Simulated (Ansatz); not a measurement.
**Cl− with HCl: superposition error and deformation**

Aim: split the binding of a pair into the counterpoise interaction, the basis-set superposition error and the cost of deforming the fragments.

Computed with Ansatz 0.2.0, Gaussian basis. Level: PBE0-D4 structures, single points in def2-TZVPPD.

Levels: PBE-D4, revPBE-D4, BLYP-D4, r2SCAN-D4, B97M-V, PBE0-D4, B3LYP-D4, HSE06-D4, wB97X-V, wB97M-V, B2PLYP, Hartree-Fock, MP2, CCSD, CCSD(T).

Cores are frozen in the correlated methods. B3LYP uses VWN-RPA correlation. B2PLYP carries no dispersion term here.

129 further runs of the same task are left out: 129 set aside as unsound or not needed.

## 1. Where the work starts

The relaxed pair: 3 atoms, charge -1, spin multiplicity 1.

Atoms are counted from 1 here; the program's logs count them from 0.

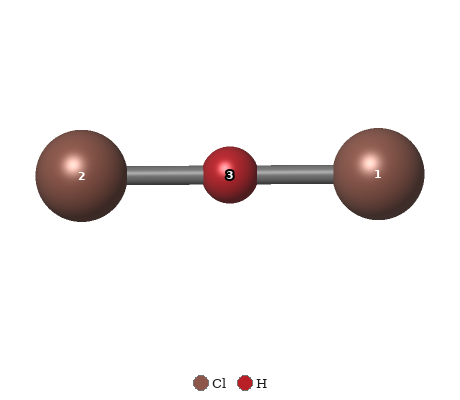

As it starts; chlorine brown, hydrogen red; atoms are numbered from 1 in the order of the file.

Coordinates:

```
Cl   -0.0847   -0.0157   -1.5607
Cl    0.0847    0.0157    1.5606
H     0.0000    0.0000    0.0001
```

Atoms 1 to 1 are fragment A (Cl−), the rest fragment B (HCl). From earlier runs, pair energy (eV) and counterpoise interaction (kcal/mol):

| method | E(pair) | interaction |
| --- | --- | --- |
| PBE-D4 | -25055.41297 | -45.28 |
| revPBE-D4 | -25061.19985 | -44.04 |
| BLYP-D4 | -25065.53690 | -41.82 |
| r2SCAN-D4 | -25063.92529 | -46.32 |
| B97M-V | -25058.98624 | -43.50 |
| PBE0-D4 | -25057.32193 | -45.85 |
| B3LYP-D4 | -25066.62521 | -42.99 |
| HSE06-D4 | -25056.89567 | -45.95 |
| wB97X-V | -25061.70649 | -43.15 |
| wB97M-V | -25064.09788 | -42.04 |
| B2PLYP | -25058.45103 | -41.88 |
| MP2 | -25037.53591 | -42.83 |
| CCSD(T) | -25038.90872 | -39.54 |

First each fragment is run alone in its own basis, frozen in the shape it has in the pair (a, b).

## 2. wB97X-V/def2-TZVPPD

Contents of a/in.yaml:

```yaml
crystal:
  periodic: [false, false, false]
  atoms:
    - {symbol: Cl, position_ang: [-0.084694, -0.015686, -1.560692]}
basis:
  gaussian: {orbitals: "def2-TZVPPD.json"}
total_charge: -1
hamiltonian: {xc: {name: wB97X-V}}
```

Contents of b/in.yaml:

```yaml
crystal:
  periodic: [false, false, false]
  atoms:
    - {symbol: Cl, position_ang: [0.084679, 0.015683, 1.560584]}
    - {symbol: H, position_ang: [0.000014, 0.000003, 0.000109]}
basis:
  gaussian: {orbitals: "def2-TZVPPD.json"}
hamiltonian: {xc: {name: wB97X-V}}
```

The basis file named in the input lies beside it (Basis Set Exchange, JSON).

The same command starts each run, in its folder.

Run with:

```
ansatz run in.yaml --threads 2 --pin off --events-out ev --progress --plain --max-ram 5222MiB
```

Output in a:

```text
Functional definition: wB97X-V
  name "wB97X-V"
  cite "Mardirossian & Head-Gordon, Phys. Chem. Chem. Phys. 16, 9904 (2014) doi:10.1039/C3CP54374A"
  cite "Becke, J. Chem. Phys. 107, 8554 (1997) doi:10.1063/1.475007"
  cite "Vydrov & Van Voorhis, J. Chem. Phys. 133, 244103 (2010) doi:10.1063/1.3521275"
  parameter omega = 0.3/bohr
  parameter cx = 0.167
  parameter cx1 = 0.603
  parameter cx2 = 1.194
  parameter css0 = 0.556
  parameter css1 = -0.257
  parameter cos0 = 1.219
  parameter cos1 = -1.850
  parameter b = 6.0
  parameter c = 0.01
  exchange = spin_sum(e_x_unif_sr(omega)*poly(b97_u_x, 1 - cx, cx1, cx2)) + cx*exact_x_sr(omega) + exact_x_lr(omega)
  correlation = spin_sum(e_c_pw_same_spin*poly(b97_u_same, css0, css1))
      + integral(e_c_pw_opposite_spin*poly(b97_u_opposite, cos0, cos1)) + vv10(b, c)
327 factors; their error is unknown
60 factors; integrals over basis functions are off by at most 9.2e-5 eV
mean field evaluation 1: about -12522.3621 eV, gradient 1.9e1 eV
mean field evaluation 2: about -12522.7269 eV, gradient 1.4e1 eV
mean field evaluation 4: about -12523.0001 eV, gradient 4.6e-2 eV
mean field evaluation 8: about -12523.0240 eV, gradient 7.9e-4 eV
mean field -12523.02401879 eV, -460.2126442799 hartree, gradient 8.2e-6 eV, S^2 0.000000; 0 other end points of the search recorded, 0 dependent functions left out
reference -12523.02401746 eV, -460.2126442311 hartree; 9, 9 occupied and 42, 42 virtual orbitals, 327 factors
Total energy: -12523.02401746 eV, -460.2126442311 hartree
```

Output in b:

```text
[... 17 set-up lines as earlier in the session ...]
      + integral(e_c_pw_opposite_spin*poly(b97_u_opposite, cos0, cos1)) + vv10(b, c)
386 factors; their error is unknown
85 factors; integrals over basis functions are off by at most 5.7e-5 eV
mean field evaluation 1: about -12536.2166 eV, gradient 1.3e1 eV
mean field evaluation 2: about -12536.5752 eV, gradient 1.0e1 eV
mean field evaluation 4: about -12536.7784 eV, gradient 2.1e-1 eV
mean field evaluation 8: about -12536.8012 eV, gradient 1.8e-2 eV
mean field -12536.80122903 eV, -460.7189474177 hartree, gradient 1.4e-5 eV, S^2 0.000000; 0 other end points of the search recorded, 0 dependent functions left out
reference -12536.80122671 eV, -460.7189473324 hartree; 9, 9 occupied and 59, 59 virtual orbitals, 386 factors
Total energy: -12536.80122671 eV, -460.7189473324 hartree
```

Times: 0.4 s (a), 0.65 s (b) on 2 threads, shared host.

## 3. wB97M-V/def2-TZVPPD

The same edit goes into each in.yaml of step 2 (a, b):

```diff
-hamiltonian: {xc: {name: wB97X-V}}
+hamiltonian: {xc: {name: wB97M-V}}
```

One command serves all of them, each in its own folder.

Run with:

```
ansatz run in.yaml --threads 2 --pin off --events-out ev --progress --plain --max-ram 5222MiB
```

Output in a:

```text
Functional definition: wB97M-V
  name "wB97M-V"
  cite "Mardirossian & Head-Gordon, J. Chem. Phys. 144, 214110 (2016) doi:10.1063/1.4952647"
[... 2 set-up lines as earlier in the session ...]
  # Of w^i u^j: cxij and so on, Table III.
[... 1 set-up line as earlier in the session ...]
  parameter cx = 0.15
  parameter cx01 = 1.007
  parameter cx10 = 0.259
  parameter css00 = 0.443
  parameter css04 = -1.437
  parameter css10 = -4.535
  parameter css20 = -3.390
  parameter css43 = 4.278
  parameter cos00 = 1.000
  parameter cos10 = 1.358
  parameter cos20 = 2.924
  parameter cos21 = -8.812
  parameter cos60 = -1.390
  parameter cos61 = 9.142
[... 2 set-up lines as earlier in the session ...]
  gx(w, u) = 1 - cx + cx01*u + cx10*w
  gss(w, u) = css00 + css04*u^4 + css10*w + css20*w^2 + css43*w^4*u^3
  gos(w, u) = cos00 + cos10*w + (cos20 + cos21*u)*w^2 + (cos60 + cos61*u)*w^6
  exchange = spin_sum(e_x_unif_sr(omega)*gx(b97_w, b97_u_x)) + cx*exact_x_sr(omega) + exact_x_lr(omega)
  correlation = spin_sum(e_c_pw_mod_same_spin*gss(b97_w, b97_u_same))
      + integral(e_c_pw_mod_opposite_spin*gos(b97_w_opposite, b97_u_opposite)) + vv10(b, c)
327 factors; their error is unknown
60 factors; integrals over basis functions are off by at most 9.2e-5 eV
mean field evaluation 1: about -12523.4522 eV, gradient 2.1e1 eV
mean field evaluation 2: about -12523.8675 eV, gradient 1.6e1 eV
mean field evaluation 4: about -12524.2859 eV, gradient 5.4e-2 eV
mean field evaluation 8: about -12524.3069 eV, gradient 8.5e-4 eV
mean field -12524.30685346 eV, -460.2597875847 hartree, gradient 4.5e-5 eV, S^2 0.000000; 0 other end points of the search recorded, 0 dependent functions left out
reference -12524.30688656 eV, -460.2597888008 hartree; 9, 9 occupied and 42, 42 virtual orbitals, 327 factors
Total energy: -12524.30688656 eV, -460.2597888008 hartree
```

Log of b:

```text
[... 5 set-up lines as earlier in the session ...]
  # Of w^i u^j: cxij and so on, Table III.
[... 17 set-up lines as earlier in the session ...]
  gx(w, u) = 1 - cx + cx01*u + cx10*w
  gss(w, u) = css00 + css04*u^4 + css10*w + css20*w^2 + css43*w^4*u^3
  gos(w, u) = cos00 + cos10*w + (cos20 + cos21*u)*w^2 + (cos60 + cos61*u)*w^6
[... 2 set-up lines as earlier in the session ...]
      + integral(e_c_pw_mod_opposite_spin*gos(b97_w_opposite, b97_u_opposite)) + vv10(b, c)
386 factors; their error is unknown
85 factors; integrals over basis functions are off by at most 5.7e-5 eV
mean field evaluation 1: about -12537.3800 eV, gradient 1.2e1 eV
mean field evaluation 2: about -12537.7120 eV, gradient 1.1e1 eV
mean field evaluation 4: about -12537.9406 eV, gradient 1.9e-1 eV
mean field evaluation 8: about -12537.9604 eV, gradient 1.3e-2 eV
mean field -12537.96035433 eV, -460.7615444868 hartree, gradient 1.5e-5 eV, S^2 0.000000; 0 other end points of the search recorded, 0 dependent functions left out
reference -12537.96041347 eV, -460.7615466601 hartree; 9, 9 occupied and 59, 59 virtual orbitals, 386 factors
Total energy: -12537.96041347 eV, -460.7615466601 hartree
```

They took 0.45 s (a), 0.8 s (b) on 2 threads, shared host.

## 4. B2PLYP/def2-TZVPPD

The same edit goes into each in.yaml of step 3 (a, b):

```diff
-hamiltonian: {xc: {name: wB97M-V}}
+hamiltonian: {xc: {name: B2PLYP}}
```

The same command starts each run, in its folder.

Run with:

```
ansatz run in.yaml --threads 2 --pin off --events-out ev --progress --plain --max-ram 5222MiB
```

a printed:

```text
Functional definition: B2PLYP
  name "B2PLYP"
  cite "Grimme, J. Chem. Phys. 124, 034108 (2006) doi:10.1063/1.2148954"
  cite "Becke, Phys. Rev. A 38, 3098 (1988) doi:10.1103/PhysRevA.38.3098"
  cite "Lee, Yang & Parr, Phys. Rev. B 37, 785 (1988) doi:10.1103/PhysRevB.37.785"
  parameter a = 0.53
  parameter c = 0.27
  exchange = (1 - a)*b88_x + a*exact_x
  correlation = (1 - c)*lyp_c + c*(mp2_os + mp2_ss)
293 factors; integrals over basis functions are off by at most 1.6e-4 eV
mean field evaluation 1: about -12518.4174 eV, gradient 2.3e1 eV
mean field evaluation 2: about -12518.4262 eV, gradient 2.3e1 eV
mean field evaluation 4: about -12519.6051 eV, gradient 1.2e0 eV
mean field evaluation 8: about -12519.6103 eV, gradient 8.1e-4 eV
mean field -12519.61027230 eV, -460.0871914103 hartree, gradient 5.8e-6 eV, S^2 0.000000; 0 other end points of the search recorded, 0 dependent functions left out
5 core orbitals not correlated: weight in the atoms' cores, before any rotation towards them, 1.000 or more for the frozen orbitals, at most 0.000 for the correlated occupied ones
reference -12519.61036088 eV, -460.0871946657 hartree; 4, 4 occupied and 42, 42 virtual orbitals, 293 factors
second order -6.74510282 eV of doubles, -0.00000000 eV of singles
Total energy: -12521.43153864 eV, -460.1541217140 hartree
```

Log of b:

```text
[... 9 set-up lines as earlier in the session ...]
384 factors; integrals over basis functions are off by at most 7.7e-4 eV
mean field evaluation 1: about -12532.8285 eV, gradient 1.1e1 eV
mean field evaluation 2: about -12532.8283 eV, gradient 1.1e1 eV
mean field evaluation 4: about -12533.2965 eV, gradient 7.6e-1 eV
mean field evaluation 8: about -12533.2986 eV, gradient 1.8e-2 eV
mean field evaluation 16: about -12533.2986 eV, gradient 1.3e-6 eV
mean field -12533.29864084 eV, -460.5902296760 hartree, gradient 1.3e-6 eV, S^2 0.000000; 0 other end points of the search recorded, 0 dependent functions left out
5 core orbitals not correlated: weight in the atoms' cores, before any rotation towards them, 1.000 or more for the frozen orbitals, at most 0.000 for the correlated occupied ones
reference -12533.29876879 eV, -460.5902343780 hartree; 4, 4 occupied and 59, 59 virtual orbitals, 384 factors
second order -6.94078144 eV of doubles, -0.00000000 eV of singles
Total energy: -12535.17277978 eV, -460.6591030116 hartree
```

They took 0.25 s (a), 0.4 s (b) on 2 threads, shared host.

## 5. B97M-V/def2-TZVPPD

Each input of step 4 (a, b) changes in the same lines:

```diff
-hamiltonian: {xc: {name: B2PLYP}}
+hamiltonian: {xc: {name: B97M-V}}
```

One command serves all of them, each in its own folder.

Run with:

```
ansatz run in.yaml --threads 2 --pin off --events-out ev --progress --plain --max-ram 5222MiB
```

Log of a:

```text
Functional definition: B97M-V
  name "B97M-V"
  cite "Mardirossian & Head-Gordon, J. Chem. Phys. 142, 074111 (2015) doi:10.1063/1.4907719"
[... 2 set-up lines as earlier in the session ...]
  # Of w^i u^j: cxij and so on, Table III.
  parameter cx00 = 1.000
  parameter cx01 = 1.308
  parameter cx02 = 1.901
  parameter cx10 = 0.416
  parameter cx11 = 3.070
  parameter css00 = 1.000
  parameter css02 = -1.855
  parameter css10 = -5.668
  parameter css32 = -20.497
  parameter css42 = -20.364
[... 1 set-up line as earlier in the session ...]
  parameter cos01 = 1.573
  parameter cos03 = -6.298
  parameter cos10 = 2.535
  parameter cos32 = -6.427
[... 2 set-up lines as earlier in the session ...]
  gx(w, u) = cx00 + cx01*u + cx02*u^2 + (cx10 + cx11*u)*w
  gss(w, u) = css00 + css02*u^2 + css10*w + (css32*w^3 + css42*w^4)*u^2
  gos(w, u) = cos00 + cos01*u + cos03*u^3 + cos10*w + cos32*w^3*u^2
  exchange = spin_sum(e_x_unif_s*gx(b97_w, b97_u_x))
[... 1 set-up line as earlier in the session ...]
      + integral(e_c_pw_mod_opposite_spin*gos(b97_w_opposite, b97_u_opposite)) + vv10(b, c)
324 factors; their error is unknown
mean field evaluation 1: about -12516.5407 eV, gradient 4.2e1 eV
mean field evaluation 2: about -12515.6737 eV, gradient 5.1e1 eV
mean field evaluation 4: about -12521.6621 eV, gradient 1.2e0 eV
mean field evaluation 8: about -12521.6621 eV, gradient 1.4e-3 eV
mean field -12521.66207109 eV, -460.1625936250 hartree, gradient 8.4e-5 eV, S^2 0.000000; 0 other end points of the search recorded, 0 dependent functions left out
reference -12521.66210999 eV, -460.1625950546 hartree; 9, 9 occupied and 42, 42 virtual orbitals, 324 factors
Total energy: -12521.66210999 eV, -460.1625950546 hartree
```

Output in b:

```text
[... 5 set-up lines as earlier in the session ...]
  # Of w^i u^j: cxij and so on, Table III.
[... 17 set-up lines as earlier in the session ...]
  gx(w, u) = cx00 + cx01*u + cx02*u^2 + (cx10 + cx11*u)*w
  gss(w, u) = css00 + css02*u^2 + css10*w + (css32*w^3 + css42*w^4)*u^2
  gos(w, u) = cos00 + cos01*u + cos03*u^3 + cos10*w + cos32*w^3*u^2
[... 2 set-up lines as earlier in the session ...]
      + integral(e_c_pw_mod_opposite_spin*gos(b97_w_opposite, b97_u_opposite)) + vv10(b, c)
383 factors; their error is unknown
mean field evaluation 1: about -12535.1229 eV, gradient 1.0e1 eV
mean field evaluation 2: about -12534.8379 eV, gradient 1.5e1 eV
mean field evaluation 4: about -12535.4305 eV, gradient 6.7e-1 eV
mean field evaluation 8: about -12535.4266 eV, gradient 4.4e-3 eV
mean field -12535.42661885 eV, -460.6684314255 hartree, gradient 2.3e-5 eV, S^2 0.000000; 0 other end points of the search recorded, 0 dependent functions left out
reference -12535.42669046 eV, -460.6684340569 hartree; 9, 9 occupied and 59, 59 virtual orbitals, 383 factors
Total energy: -12535.42669046 eV, -460.6684340569 hartree
```

They took 0.35 s (a), 0.8 s (b) on 2 threads, shared host.

## 6. CCSD(T)/def2-TZVPPD

The same edit goes into each in.yaml of step 5 (a, b):

```diff
-hamiltonian: {xc: {name: B97M-V}}
+correlation: {method: ccsd_t}
```

One command serves all of them, each in its own folder.

Run with:

```
ansatz run in.yaml --threads 2 --pin off --events-out ev --progress --plain --max-ram 5222MiB
```

Output in a:

```text
Functional definition: HF
  name "HF"
  cite "Fock, Z. Phys. 61, 126 (1930) doi:10.1007/BF01340294"
  parent pbe
  exchange = exact_x
  correlation = 0
293 factors; integrals over basis functions are off by at most 1.6e-4 eV
mean field evaluation 1: about -12505.0990 eV, gradient 1.3e1 eV
mean field evaluation 2: about -12505.1121 eV, gradient 1.2e1 eV
mean field evaluation 4: about -12505.3917 eV, gradient 2.7e-1 eV
mean field evaluation 8: about -12505.3929 eV, gradient 1.0e-3 eV
mean field evaluation 16: about -12505.3929 eV, gradient 8.0e-6 eV
mean field -12505.39286953 eV, -459.5647114954 hartree, gradient 8.0e-6 eV, S^2 0.000000; 0 other end points of the search recorded, 0 dependent functions left out
5 core orbitals not correlated: weight in the atoms' cores, before any rotation towards them, 1.000 or more for the frozen orbitals, at most 0.000 for the correlated occupied ones
reference -12505.39286953 eV, -459.5647114954 hartree; 4, 4 occupied and 42, 42 virtual orbitals, 293 factors
second order -5.54525689 eV of doubles, -0.00000000 eV of singles
cycle   1  -5.85548281 eV  change   -3.1e-1 eV  update   4.0e-2
cycle   2  -5.95590179 eV  change   -1.0e-1 eV  update   1.1e-2
cycle   3  -5.97449969 eV  change   -1.9e-2 eV  update   5.3e-3
cycle   4  -5.97253489 eV  change    2.0e-3 eV  update   1.4e-3
cycle   5  -5.97240281 eV  change    1.3e-4 eV  update   4.6e-4
cycle   6  -5.97235712 eV  change    4.6e-5 eV  update   8.1e-5
cycle   7  -5.97235778 eV  change   -6.7e-7 eV  update   1.5e-5
cycle   8  -5.97235895 eV  change   -1.2e-6 eV  update   3.9e-6
perturbative correction -0.24425678 eV, -0.0089762710 hartree
Total energy: -12511.60948525 eV, -459.7931679094 hartree
```

Log of b:

```text
[... 6 set-up lines as earlier in the session ...]
384 factors; integrals over basis functions are off by at most 7.7e-4 eV
mean field evaluation 1: about -12518.3662 eV, gradient 1.2e1 eV
mean field evaluation 2: about -12518.3662 eV, gradient 1.2e1 eV
mean field evaluation 4: about -12518.9738 eV, gradient 1.3e0 eV
mean field evaluation 8: about -12518.9862 eV, gradient 5.6e-5 eV
mean field evaluation 16: about -12518.9845 eV, gradient 4.6e-1 eV
mean field -12518.98619602 eV, -460.0642570303 hartree, gradient 6.2e-6 eV, S^2 0.000000; 0 other end points of the search recorded, 0 dependent functions left out
5 core orbitals not correlated: weight in the atoms' cores, before any rotation towards them, 1.000 or more for the frozen orbitals, at most 0.000 for the correlated occupied ones
reference -12518.98619602 eV, -460.0642570303 hartree; 4, 4 occupied and 59, 59 virtual orbitals, 384 factors
second order -5.67213255 eV of doubles, -0.00000000 eV of singles
cycle   1  -6.08415147 eV  change   -4.1e-1 eV  update   4.7e-2
cycle   2  -6.25053229 eV  change   -1.7e-1 eV  update   1.6e-2
cycle   3  -6.26443545 eV  change   -1.4e-2 eV  update   4.9e-3
cycle   4  -6.26383453 eV  change    6.0e-4 eV  update   1.4e-3
cycle   5  -6.26371974 eV  change    1.1e-4 eV  update   3.4e-4
cycle   6  -6.26377423 eV  change   -5.4e-5 eV  update   1.1e-4
cycle   7  -6.26379998 eV  change   -2.6e-5 eV  update   3.3e-5
cycle   8  -6.26380673 eV  change   -6.8e-6 eV  update   9.0e-6
perturbative correction -0.24945523 eV, -0.0091673108 hartree
Total energy: -12525.49945799 eV, -460.3036149925 hartree
```

They took 0.2 s (a), 0.3 s (b) on 2 threads, shared host.

## 7. Relaxing HCl alone

Contents of relax-b/in.yaml:

```yaml
crystal:
  periodic: [false, false, false]
  atoms:
    - {symbol: Cl, position_ang: [0.084679, 0.015683, 1.560584]}
    - {symbol: H, position_ang: [0.000014, 0.000003, 0.000109]}
basis:
  gaussian: {orbitals: def2-TZVP}
hamiltonian: {xc: pbe0, dispersion: d4}
relax: {f_tol: 0.005, max_steps: 200}
```

Run with:

```
ansatz run in.yaml --threads 2 --pin off --events-out ev --progress --plain --max-ram 5222MiB
```

The program printed:

```text
Functional definition: PBE0
  name "PBE0"
  cite "Adamo & Barone, J. Chem. Phys. 110, 6158 (1999) doi:10.1063/1.478522"
  cite "Perdew, Burke & Ernzerhof, Phys. Rev. Lett. 77, 3865 (1996) doi:10.1103/PhysRevLett.77.3865"
[... 1 set-up line as earlier in the session ...]
  parameter a = 0.25
  parameter kappa = 0.804
  parameter beta = 0.06672455060314922
  exchange = (1 - a)*pbe_x(kappa = kappa, mu = beta*pi^2/3) + a*exact_x
  correlation = pbe_c(beta = beta)
312 factors; their error is unknown
mean field evaluation 1: about -12534.0835 eV, gradient 1.1e1 eV
mean field evaluation 2: about -12533.9915 eV, gradient 1.4e1 eV
mean field evaluation 4: about -12534.4655 eV, gradient 3.2e-1 eV
mean field evaluation 8: about -12534.5042 eV, gradient 1.2e-3 eV
mean field -12534.50420373 eV, -460.6345332950 hartree, gradient 5.0e-5 eV, S^2 0.000000; 0 other end points of the search recorded, 0 dependent functions left out
the calculation of the forces begins
reference -12534.50422021 eV, -460.6345339005 hartree; 9, 9 occupied and 34, 34 virtual orbitals, 312 factors
relax step   1: F+E_penalty+E_count = -12534.50897792 eV  Δ(F+E_penalty+E_count) = +0.000e0 eV  max|allowed force component| = 4.461e0 eV/Å  Δτ_max = 0.0000 Å  (21 SCF iters, accepted)
these checks for a lower state are left out or cut short: starts, cluster_reference, orbital_swaps, neighbouring_geometries, increment
312 factors; their error is unknown
mean field evaluation 16: about -12535.3035 eV, gradient 7.7e-2 eV
mean field -12535.30346760 eV, -460.6639057006 hartree, gradient 8.8e-6 eV, S^2 0.000000; 0 other end points of the search recorded, 0 dependent functions left out
the calculation of the forces begins
reference -12535.30348310 eV, -460.6639062702 hartree; 9, 9 occupied and 34, 34 virtual orbitals, 312 factors
relax step   2: F+E_penalty+E_count = -12535.30806792 eV  Δ(F+E_penalty+E_count) = -7.991e-1 eV  max|allowed force component| = 8.682e-1 eV/Å  Δτ_max = 0.1275 Å  (30 SCF iters, accepted)
these checks for a lower state are left out or cut short: starts, cluster_reference, orbital_swaps, neighbouring_geometries, increment
312 factors; their error is unknown
mean field -12535.31426656 eV, -460.6643025549 hartree, gradient 1.0e-5 eV, S^2 0.000000; 0 other end points of the search recorded, 0 dependent functions left out
the calculation of the forces begins
reference -12535.31428185 eV, -460.6643031168 hartree; 9, 9 occupied and 34, 34 virtual orbitals, 312 factors
relax step   3: F+E_penalty+E_count = -12535.31883519 eV  Δ(F+E_penalty+E_count) = -1.077e-2 eV  max|allowed force component| = 3.850e-1 eV/Å  Δτ_max = 0.0203 Å  (24 SCF iters, accepted)
these checks for a lower state are left out or cut short: starts, cluster_reference, orbital_swaps, neighbouring_geometries, increment
312 factors; their error is unknown
mean field evaluation 32: about -12535.3165 eV, gradient 7.8e-2 eV
mean field -12535.31645797 eV, -460.6643830877 hartree, gradient 1.0e-5 eV, S^2 0.000000; 0 other end points of the search recorded, 0 dependent functions left out
the calculation of the forces begins
reference -12535.31647331 eV, -460.6643836516 hartree; 9, 9 occupied and 34, 34 virtual orbitals, 312 factors
relax step   4: F+E_penalty+E_count = -12535.32103599 eV  Δ(F+E_penalty+E_count) = -2.201e-3 eV  max|allowed force component| = 4.580e-3 eV/Å  Δτ_max = 0.0058 Å  (25 SCF iters, accepted)
312 factors; their error is unknown
mean field -12535.31645797 eV, -460.6643830877 hartree, gradient 1.0e-5 eV, S^2 0.000000; 1 other end points of the search recorded, 0 dependent functions left out
the calculation of the forces begins
reference -12535.31647331 eV, -460.6643836516 hartree; 9, 9 occupied and 34, 34 virtual orbitals, 312 factors
Total energy: -12535.32105133 eV, -460.6645518908 hartree
Atom 0 at     0.076991     0.014259     1.418881 Å, force    -0.000248    -0.000046    -0.004580 eV/Å
Atom 1 at     0.007702     0.001427     0.141812 Å, force     0.000248     0.000046     0.004580 eV/Å
Dipole moment:    -0.014228    -0.002635    -0.262246 e Å
```

Wall time 0.8 s (2 threads, shared host).

Relaxation path:

| step | energy from step 1 (eV) | largest force component (eV/Å) |
| --- | --- | --- |
| 1 | 0.0000 | 4.4607 |
| 2 | -0.7991 | 0.8682 |
| 3 | -0.8099 | 0.3850 |
| 4 | -0.8121 | 0.0046 |

The bond:

| bond | before (Å) | after (Å) | change (Å) |
| --- | --- | --- | --- |
| Cl1–H2 | 1.563 | 1.279 | -0.284 |

[end of part 1 of 2]
